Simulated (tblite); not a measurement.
## Geometry relaxation of C4H8N2Si2 (part 2 of 2)

C4H8N2Si2; GFN2-xTB geometry optimisation, gas phase (tblite 0.8.0). It belongs to a series of runs on one base structure; here: constitutional isomer.

Geometry of the input (Å):
```
C  2.9669  -0.1530  -0.5582
N  1.9856  0.2379  0.1847
C  0.7101  0.1694  -0.4170
Si -0.4441  -1.1813  0.1451
C  -1.7997  0.0778  -0.1223
C  -2.8635  -0.1371  0.8397
N  -3.6958  -0.3090  1.6330
Si -0.5060  1.3449  0.3992
H  3.9993  -0.1667  -0.2370
H  2.7780  -0.4953  -1.5869
H  0.7370  0.2490  -1.5141
H  -0.4420  -2.3316  -0.7358
H  -0.3098  -1.5437  1.5854
H  -2.1278  0.1801  -1.1830
H  -0.5910  2.6251  -0.3124
H  -0.4046  1.4424  1.8682
```

Trajectory as extended XYZ, continued:
```
16
Properties=species:S:1:pos:R:3:forces:R:3 step=53 energy=-594.37164
C     3.0414    0.0194   -0.3983    0.0070  -0.0420  -0.0150
N     1.9573   -0.0951    0.2242    0.0340   0.0170  -0.0090
C     0.7239   -0.0144   -0.4537    0.0260  -0.0040   0.0040
Si   -0.5533   -1.4006   -0.0089   -0.0150   0.0190   0.0010
C    -1.8689    0.0265    0.0490   -0.0070  -0.0040  -0.0070
C    -2.8331   -0.0170    1.0786   -0.0090  -0.0300   0.0040
N    -3.5983   -0.0617    1.9327    0.0210   0.0130   0.0030
Si   -0.4734    1.3621    0.1992   -0.0300   0.0000   0.0150
H     3.9690   -0.0484    0.1498   -0.0230   0.0150   0.0160
H     3.1118    0.1773   -1.4830    0.0030  -0.0040   0.0260
H     0.8664    0.0819   -1.5471   -0.0210  -0.0100  -0.0090
H    -0.8167   -2.4001   -1.0473    0.0230   0.0150   0.0100
H    -0.2972   -1.9930    1.2963   -0.0080  -0.0030  -0.0230
H    -2.3942    0.1064   -0.9047   -0.0080   0.0140  -0.0030
H    -0.6157    2.5236   -0.6803   -0.0210   0.0000  -0.0070
H    -0.2266    1.7419    1.5823    0.0270   0.0060  -0.0050
16
Properties=species:S:1:pos:R:3:forces:R:3 step=57 energy=-594.37264
C     3.0439    0.0206   -0.3923    0.0010   0.0270   0.0160
N     1.9563   -0.1021    0.2216   -0.0140   0.0090   0.0050
C     0.7244   -0.0214   -0.4580   -0.0130  -0.0010  -0.0050
Si   -0.5589   -1.4014   -0.0152    0.0010  -0.0080  -0.0020
C    -1.8715    0.0255    0.0476   -0.0090   0.0040  -0.0020
C    -2.8249   -0.0182    1.0868   -0.0030   0.0050   0.0020
N    -3.5799   -0.0538    1.9502    0.0010  -0.0050   0.0190
Si   -0.4733    1.3584    0.1934   -0.0010   0.0030  -0.0050
H     3.9630   -0.0350    0.1696    0.0210  -0.0150   0.0050
H     3.1250    0.1949   -1.4725    0.0000  -0.0250  -0.0060
H     0.8626    0.0722   -1.5523    0.0060   0.0040   0.0010
H    -0.8252   -2.3962   -1.0556    0.0160  -0.0030  -0.0120
H    -0.3076   -2.0037    1.2854   -0.0030  -0.0030  -0.0030
H    -2.4061    0.1097   -0.9002   -0.0030   0.0060  -0.0090
H    -0.6169    2.5149   -0.6932   -0.0190  -0.0030   0.0010
H    -0.2185    1.7444    1.5732    0.0200   0.0050  -0.0050
16
Properties=species:S:1:pos:R:3:forces:R:3 step=61 energy=-594.37345
C     3.0450    0.0230   -0.3880   -0.0020  -0.0250  -0.0100
N     1.9551   -0.0974    0.2226   -0.0120   0.0180   0.0310
C     0.7224   -0.0195   -0.4572    0.0180   0.0060  -0.0050
Si   -0.5606   -1.4000   -0.0171    0.0080  -0.0040  -0.0060
C    -1.8762    0.0246    0.0460    0.0140   0.0220   0.0090
C    -2.8271   -0.0202    1.0879    0.0020   0.0130   0.0090
N    -3.5753   -0.0534    1.9574    0.0090  -0.0100  -0.0040
Si   -0.4765    1.3589    0.1932    0.0020   0.0020  -0.0020
H     3.9654   -0.0374    0.1746   -0.0390   0.0060  -0.0160
H     3.1271    0.1847   -1.4709    0.0110  -0.0080   0.0160
H     0.8599    0.0715   -1.5513    0.0140   0.0080  -0.0140
H    -0.8147   -2.3940   -1.0603    0.0020  -0.0100  -0.0230
H    -0.3091   -2.0066    1.2806   -0.0060  -0.0050   0.0140
H    -2.4097    0.1145   -0.9025   -0.0020  -0.0080   0.0120
H    -0.6299    2.5126   -0.6960   -0.0150  -0.0040   0.0070
H    -0.2035    1.7476    1.5695   -0.0030   0.0000  -0.0170
16
Properties=species:S:1:pos:R:3:forces:R:3 step=64 energy=-594.37402
C     3.0442    0.0231   -0.3855    0.0080  -0.0330  -0.0020
N     1.9530   -0.0915    0.2234   -0.0260   0.0070   0.0090
C     0.7223   -0.0185   -0.4600   -0.0130   0.0120  -0.0040
Si   -0.5611   -1.4007   -0.0201   -0.0060   0.0070  -0.0050
C    -1.8770    0.0275    0.0461    0.0070  -0.0330   0.0020
C    -2.8250   -0.0194    1.0910    0.0350   0.0110  -0.0130
N    -3.5669   -0.0551    1.9656   -0.0110  -0.0090   0.0070
Si   -0.4774    1.3593    0.1916    0.0100  -0.0050  -0.0150
H     3.9609   -0.0357    0.1810    0.0050   0.0090   0.0100
H     3.1349    0.1753   -1.4683   -0.0150  -0.0030  -0.0030
H     0.8604    0.0702   -1.5547    0.0190   0.0060   0.0040
H    -0.8080   -2.3944   -1.0678    0.0010   0.0150   0.0030
H    -0.3171   -2.0097    1.2795   -0.0040   0.0070  -0.0140
H    -2.4122    0.1181   -0.9018    0.0010  -0.0100   0.0260
H    -0.6416    2.5110   -0.6963   -0.0080   0.0160  -0.0080
H    -0.1969    1.7497    1.5648   -0.0020   0.0040   0.0030
16
Properties=species:S:1:pos:R:3:forces:R:3 step=68 energy=-594.37471
C     3.0422    0.0157   -0.3815   -0.0160   0.0200   0.0150
N     1.9485   -0.0831    0.2268    0.0260  -0.0170  -0.0170
C     0.7207   -0.0145   -0.4624    0.0140   0.0000  -0.0080
Si   -0.5619   -1.3996   -0.0249    0.0190   0.0050  -0.0050
C    -1.8763    0.0261    0.0455    0.0020   0.0170   0.0090
C    -2.8184   -0.0181    1.0950   -0.0130  -0.0300   0.0310
N    -3.5578   -0.0599    1.9718    0.0110   0.0080  -0.0120
Si   -0.4784    1.3612    0.1867   -0.0110   0.0210   0.0020
H     3.9579   -0.0327    0.1878   -0.0040  -0.0090   0.0100
H     3.1362    0.1595   -1.4657   -0.0210  -0.0230   0.0090
H     0.8659    0.0718   -1.5559    0.0080   0.0000  -0.0100
H    -0.7981   -2.3931   -1.0745   -0.0080   0.0120  -0.0050
H    -0.3249   -2.0099    1.2748    0.0060   0.0020  -0.0040
H    -2.4181    0.1187   -0.8975   -0.0040  -0.0100  -0.0050
H    -0.6566    2.5154   -0.6963    0.0010   0.0030  -0.0070
H    -0.1886    1.7512    1.5587   -0.0110   0.0020  -0.0050
16
Properties=species:S:1:pos:R:3:forces:R:3 step=72 energy=-594.37558
C     3.0384    0.0180   -0.3652   -0.0090  -0.0060  -0.0010
N     1.9395   -0.0847    0.2329    0.0220   0.0200  -0.0120
C     0.7206   -0.0152   -0.4727    0.0060   0.0100   0.0100
Si   -0.5616   -1.3990   -0.0377   -0.0120   0.0030   0.0000
C    -1.8769    0.0248    0.0511   -0.0030   0.0060  -0.0030
C    -2.8059   -0.0216    1.1128    0.0050   0.0040  -0.0200
N    -3.5385   -0.0559    1.9952   -0.0020  -0.0090   0.0190
Si   -0.4807    1.3637    0.1741    0.0090  -0.0170  -0.0080
H     3.9500   -0.0268    0.2115   -0.0140  -0.0100  -0.0070
H     3.1349    0.1553   -1.4505    0.0110  -0.0090   0.0280
H     0.8830    0.0682   -1.5642   -0.0130   0.0060   0.0020
H    -0.8022   -2.3814   -1.0958   -0.0110   0.0000  -0.0120
H    -0.3324   -2.0201    1.2576    0.0250  -0.0060   0.0020
H    -2.4308    0.1144   -0.8856   -0.0020  -0.0030   0.0140
H    -0.6713    2.5106   -0.7158    0.0060   0.0020  -0.0030
H    -0.1737    1.7585    1.5410   -0.0180   0.0080  -0.0080
16
Properties=species:S:1:pos:R:3:forces:R:3 step=76 energy=-594.37618
C     3.0375    0.0240   -0.3480    0.0240  -0.0080  -0.0030
N     1.9333   -0.0919    0.2359   -0.0350   0.0130   0.0130
C     0.7207   -0.0219   -0.4808   -0.0120  -0.0060  -0.0070
Si   -0.5675   -1.4037   -0.0503    0.0070  -0.0070   0.0030
C    -1.8775    0.0236    0.0592   -0.0040  -0.0110   0.0010
C    -2.7940   -0.0184    1.1319   -0.0140   0.0050   0.0260
N    -3.5191   -0.0476    2.0211    0.0270  -0.0100  -0.0120
Si   -0.4783    1.3606    0.1578   -0.0210   0.0190   0.0070
H     3.9419   -0.0218    0.2379    0.0160  -0.0110   0.0200
H     3.1484    0.1734   -1.4286    0.0020  -0.0040  -0.0280
H     0.8901    0.0630   -1.5712    0.0010  -0.0020   0.0090
H    -0.8206   -2.3711   -1.1214   -0.0050   0.0150   0.0110
H    -0.3307   -2.0418    1.2364    0.0200   0.0020  -0.0160
H    -2.4479    0.1092   -0.8671   -0.0030   0.0100  -0.0220
H    -0.6791    2.4994   -0.7417    0.0130  -0.0120   0.0000
H    -0.1646    1.7740    1.5175   -0.0150   0.0060  -0.0040
16
Properties=species:S:1:pos:R:3:forces:R:3 step=80 energy=-594.37728
C     3.0337    0.0225   -0.3216    0.0040  -0.0010  -0.0030
N     1.9186   -0.0818    0.2440   -0.0170  -0.0400   0.0480
C     0.7176   -0.0202   -0.4936    0.0070   0.0290   0.0120
Si   -0.5713   -1.4036   -0.0684    0.0250   0.0240  -0.0090
C    -1.8824    0.0199    0.0689    0.0020   0.0060  -0.0220
C    -2.7769   -0.0198    1.1603    0.0380  -0.0040  -0.0430
N    -3.4835   -0.0479    2.0634   -0.0250  -0.0100   0.0540
Si   -0.4866    1.3619    0.1365    0.0050  -0.0060  -0.0050
H     3.9287   -0.0259    0.2810   -0.0240   0.0080  -0.0160
H     3.1588    0.1644   -1.4023    0.0300  -0.0160  -0.0070
H     0.9098    0.0602   -1.5792   -0.0250   0.0010  -0.0220
H    -0.8368   -2.3440   -1.1581   -0.0110  -0.0160  -0.0070
H    -0.3154   -2.0655    1.2003    0.0150  -0.0110   0.0140
H    -2.4702    0.1046   -0.8472   -0.0050   0.0030  -0.0010
H    -0.6964    2.4843   -0.7776   -0.0020   0.0200  -0.0280
H    -0.1553    1.7997    1.4824   -0.0150   0.0110   0.0340
16
Properties=species:S:1:pos:R:3:forces:R:3 step=83 energy=-594.37897
C     3.0283    0.0068   -0.2931   -0.0260  -0.0160   0.0120
N     1.9009   -0.0577    0.2546    0.0100  -0.0180  -0.0130
C     0.7150   -0.0010   -0.5074   -0.0160   0.0030   0.0060
Si   -0.5636   -1.3942   -0.0911   -0.0450   0.0150   0.0110
C    -1.8853    0.0185    0.0739   -0.0190   0.0270  -0.0100
C    -2.7485   -0.0274    1.1912   -0.0010  -0.0340  -0.0250
N    -3.4293   -0.0683    2.1141    0.0240   0.0050  -0.0070
Si   -0.5027    1.3740    0.1117    0.0350  -0.0010  -0.0020
H     3.9065   -0.0375    0.3334    0.0070   0.0090  -0.0400
H     3.1772    0.1042   -1.3768    0.0290  -0.0050   0.0380
H     0.9216    0.0649   -1.5914    0.0070   0.0290  -0.0030
H    -0.8466   -2.3090   -1.1983    0.0040  -0.0260  -0.0050
H    -0.2899   -2.0834    1.1600    0.0060   0.0000   0.0000
H    -2.4973    0.1025   -0.8273    0.0030  -0.0220   0.0330
H    -0.7246    2.4837   -0.8142   -0.0130   0.0200  -0.0390
H    -0.1692    1.8328    1.4493   -0.0070   0.0140   0.0450
16
Properties=species:S:1:pos:R:3:forces:R:3 step=87 energy=-594.38032
C     3.0265   -0.0092   -0.2874   -0.0090  -0.0050   0.0040
N     1.8966   -0.0454    0.2574    0.0170  -0.0060  -0.0190
C     0.7125    0.0129   -0.5083    0.0100  -0.0010  -0.0070
Si   -0.5633   -1.3861   -0.0951    0.0020  -0.0080  -0.0150
C    -1.8855    0.0234    0.0716    0.0020  -0.0030   0.0110
C    -2.7395   -0.0371    1.1941   -0.0360   0.0090   0.0400
N    -3.4125   -0.0846    2.1227    0.0330  -0.0050  -0.0250
Si   -0.5070    1.3869    0.1066   -0.0110   0.0170   0.0120
H     3.9047   -0.0477    0.3390   -0.0010  -0.0090   0.0000
H     3.1857    0.0607   -1.3710   -0.0050   0.0050   0.0060
H     0.9216    0.0783   -1.5924    0.0110   0.0160   0.0090
H    -0.8417   -2.3032   -1.2039    0.0070  -0.0020   0.0150
H    -0.2732   -2.0823    1.1495   -0.0110   0.0140  -0.0090
H    -2.5073    0.0985   -0.8217   -0.0030   0.0030  -0.0170
H    -0.7377    2.4967   -0.8220    0.0010  -0.0270  -0.0030
H    -0.1874    1.8473    1.4496   -0.0070   0.0030  -0.0020
16
Properties=species:S:1:pos:R:3:forces:R:3 step=91 energy=-594.38076
C     3.0231   -0.0135   -0.2725    0.0070   0.0010  -0.0030
N     1.8873   -0.0419    0.2599    0.0040  -0.0070   0.0080
C     0.7108    0.0170   -0.5174    0.0010   0.0030   0.0100
Si   -0.5648   -1.3833   -0.1082    0.0010   0.0140   0.0020
C    -1.8883    0.0233    0.0760   -0.0100   0.0040  -0.0100
C    -2.7287   -0.0386    1.2094    0.0350  -0.0020  -0.0250
N    -3.3824   -0.0896    2.1508   -0.0170  -0.0030   0.0200
Si   -0.5121    1.3901    0.0975    0.0030  -0.0220  -0.0030
H     3.8943   -0.0499    0.3636    0.0000  -0.0140   0.0040
H     3.1948    0.0492   -1.3543   -0.0060   0.0070  -0.0050
H     0.9319    0.0826   -1.5987   -0.0020   0.0180   0.0030
H    -0.8483   -2.2896   -1.2227    0.0020  -0.0190  -0.0030
H    -0.2696   -2.0887    1.1294   -0.0080   0.0080  -0.0020
H    -2.5183    0.0974   -0.8128    0.0020   0.0040   0.0160
H    -0.7480    2.4836   -0.8472   -0.0050   0.0000  -0.0030
H    -0.1893    1.8607    1.4359   -0.0060   0.0080  -0.0070
16
Properties=species:S:1:pos:R:3:forces:R:3 step=95 energy=-594.38122
C     3.0225   -0.0199   -0.2608    0.0000   0.0000  -0.0030
N     1.8832   -0.0438    0.2641   -0.0090   0.0070   0.0040
C     0.7117    0.0219   -0.5207   -0.0030   0.0010  -0.0020
Si   -0.5665   -1.3791   -0.1212    0.0070  -0.0160  -0.0020
C    -1.8906    0.0246    0.0779    0.0190  -0.0110  -0.0020
C    -2.7144   -0.0395    1.2228   -0.0080  -0.0230   0.0080
N    -3.3595   -0.0958    2.1701    0.0080   0.0060  -0.0010
Si   -0.5164    1.3920    0.0881    0.0030   0.0150   0.0000
H     3.8887   -0.0587    0.3820    0.0020  -0.0200  -0.0020
H     3.2014    0.0412   -1.3417   -0.0040   0.0130   0.0000
H     0.9393    0.0963   -1.5999    0.0030  -0.0050   0.0010
H    -0.8520   -2.2866   -1.2356    0.0030   0.0060   0.0010
H    -0.2665   -2.0923    1.1103   -0.0060   0.0050   0.0120
H    -2.5336    0.0951   -0.8005   -0.0110   0.0170  -0.0100
H    -0.7601    2.4751   -0.8673   -0.0010  -0.0020   0.0010
H    -0.1948    1.8787    1.4209   -0.0050   0.0060  -0.0040
16
Properties=species:S:1:pos:R:3:forces:R:3 step=99 energy=-594.38158
C     3.0235   -0.0251   -0.2658   -0.0120  -0.0040   0.0050
N     1.8862   -0.0443    0.2643    0.0100  -0.0040  -0.0100
C     0.7127    0.0276   -0.5170    0.0000   0.0010   0.0020
Si   -0.5619   -1.3780   -0.1197   -0.0010   0.0000   0.0050
C    -1.8885    0.0229    0.0774   -0.0160   0.0000  -0.0020
C    -2.7185   -0.0460    1.2184    0.0090   0.0050  -0.0040
N    -3.3674   -0.0987    2.1633    0.0110  -0.0070  -0.0080
Si   -0.5171    1.3943    0.0943   -0.0120  -0.0020  -0.0020
H     3.8923   -0.0768    0.3728   -0.0030  -0.0070  -0.0090
H     3.1966    0.0416   -1.3476    0.0020   0.0080   0.0110
H     0.9382    0.1077   -1.5963    0.0010  -0.0120   0.0010
H    -0.8451   -2.2916   -1.2288    0.0060   0.0030  -0.0080
H    -0.2635   -2.0837    1.1167   -0.0020   0.0030   0.0090
H    -2.5285    0.1003   -0.8039    0.0060  -0.0010   0.0110
H    -0.7629    2.4720   -0.8660    0.0000   0.0110  -0.0010
H    -0.2037    1.8867    1.4265    0.0010   0.0040   0.0010
16
Properties=species:S:1:pos:R:3:forces:R:3 step=102 energy=-594.38174
C     3.0217   -0.0274   -0.2582    0.0020   0.0030   0.0030
N     1.8819   -0.0441    0.2657   -0.0100  -0.0040   0.0060
C     0.7117    0.0291   -0.5204    0.0020  -0.0070  -0.0040
Si   -0.5626   -1.3783   -0.1263   -0.0050   0.0100   0.0110
C    -1.8890    0.0224    0.0777   -0.0070   0.0060   0.0020
C    -2.7084   -0.0472    1.2261   -0.0080  -0.0050   0.0060
N    -3.3498   -0.1022    2.1761    0.0150  -0.0040  -0.0110
Si   -0.5204    1.3960    0.0875    0.0050   0.0010   0.0030
H     3.8874   -0.0806    0.3839    0.0060  -0.0090   0.0080
H     3.2025    0.0400   -1.3379   -0.0050   0.0070  -0.0160
H     0.9418    0.1081   -1.5990    0.0000  -0.0070   0.0050
H    -0.8466   -2.2869   -1.2398    0.0070   0.0050   0.0000
H    -0.2660   -2.0861    1.1099   -0.0010   0.0040  -0.0050
H    -2.5369    0.1015   -0.7969    0.0010  -0.0080  -0.0020
H    -0.7696    2.4694   -0.8772    0.0000   0.0060   0.0010
H    -0.2054    1.8951    1.4173   -0.0020   0.0010  -0.0080
16
Properties=species:S:1:pos:R:3:forces:R:3 step=106 energy=-594.38192
C     3.0191   -0.0271   -0.2476   -0.0030  -0.0010  -0.0040
N     1.8762   -0.0479    0.2700    0.0090  -0.0040   0.0000
C     0.7110    0.0279   -0.5239    0.0000   0.0000   0.0060
Si   -0.5661   -1.3771   -0.1334   -0.0030   0.0000  -0.0050
C    -1.8922    0.0228    0.0762    0.0070   0.0050   0.0010
C    -2.6966   -0.0494    1.2348   -0.0040   0.0060  -0.0050
N    -3.3244   -0.1059    2.1934   -0.0020  -0.0070   0.0110
Si   -0.5231    1.3962    0.0777    0.0100   0.0030  -0.0110
H     3.8824   -0.0860    0.3981   -0.0120  -0.0010  -0.0010
H     3.2040    0.0479   -1.3268   -0.0020   0.0020   0.0040
H     0.9492    0.1056   -1.6004   -0.0050  -0.0010  -0.0030
H    -0.8502   -2.2805   -1.2513    0.0050   0.0050   0.0040
H    -0.2687   -2.0877    1.1003   -0.0010  -0.0040   0.0020
H    -2.5507    0.1007   -0.7904    0.0050  -0.0060  -0.0050
H    -0.7708    2.4659   -0.8918   -0.0030   0.0000   0.0010
H    -0.2066    1.9036    1.4036   -0.0010   0.0030   0.0040
16
Properties=species:S:1:pos:R:3:forces:R:3 step=110 energy=-594.38199
C     3.0184   -0.0289   -0.2460   -0.0010  -0.0010   0.0010
N     1.8750   -0.0482    0.2703   -0.0040  -0.0030  -0.0030
C     0.7108    0.0288   -0.5245   -0.0030   0.0020  -0.0010
Si   -0.5664   -1.3761   -0.1346    0.0020   0.0000   0.0060
C    -1.8917    0.0238    0.0771    0.0010   0.0020  -0.0010
C    -2.6945   -0.0496    1.2368    0.0040   0.0010  -0.0010
N    -3.3187   -0.1095    2.1977   -0.0030  -0.0030   0.0040
Si   -0.5227    1.3979    0.0753   -0.0050   0.0020   0.0050
H     3.8793   -0.0903    0.4018    0.0060   0.0000   0.0020
H     3.2053    0.0468   -1.3245   -0.0020   0.0010  -0.0020
H     0.9489    0.1059   -1.6013    0.0020   0.0000   0.0020
H    -0.8480   -2.2770   -1.2546    0.0000  -0.0010   0.0000
H    -0.2692   -2.0881    1.0986   -0.0010  -0.0030  -0.0020
H    -2.5509    0.0998   -0.7890    0.0010   0.0000  -0.0040
H    -0.7750    2.4652   -0.8954    0.0010   0.0020  -0.0020
H    -0.2085    1.9081    1.4010    0.0010   0.0000  -0.0050
```

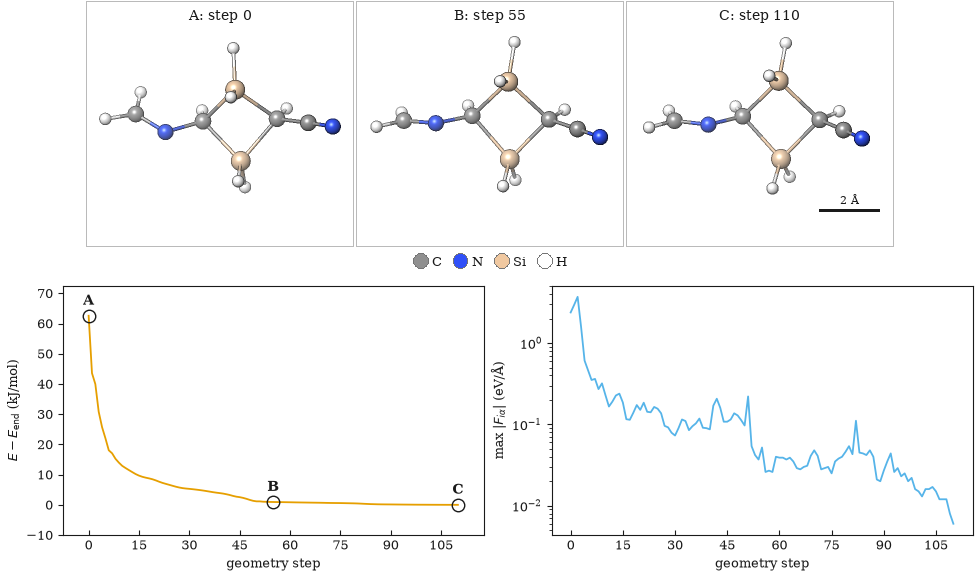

Figure 1. Frames of the relaxation (ball-and-stick view, seen at a tilt) above the curves, on which the letters mark them (steps are counted from 0).

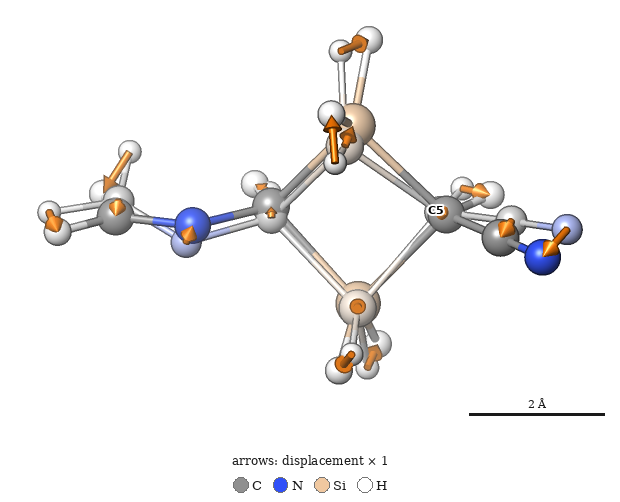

Figure 2. Start (faint) and end (solid) with the displacements as orange arrows, at true length (ball-and-stick view, seen at a tilt). The two geometries are laid on each other by the best rigid fit. The atom that moves furthest after the best rigid fit is H13 (0.77 Å). Largest moves by element: H 0.77 Å, N 0.70 Å, C 0.44 Å, Si 0.38 Å. Among the contacts that change: C3–Si4 1.863 → 1.938 Å, Si4–C5 1.869 → 1.939 Å, C3–Si8 1.878 → 1.938 Å, C5–C6 1.450 → 1.412 Å. Among the angles that change: C6–C5–H14 115.4° → 108.2°, Si4–C5–Si8 85.2° → 91.7°, Si4–C5–C6 109.7° → 116.1°. The energy falls by 62.6 kJ/mol in 110 geometry steps. The largest force component goes from 2.4 to 0.006 eV/Å. (Atoms are counted from 1 in the order of the input.)
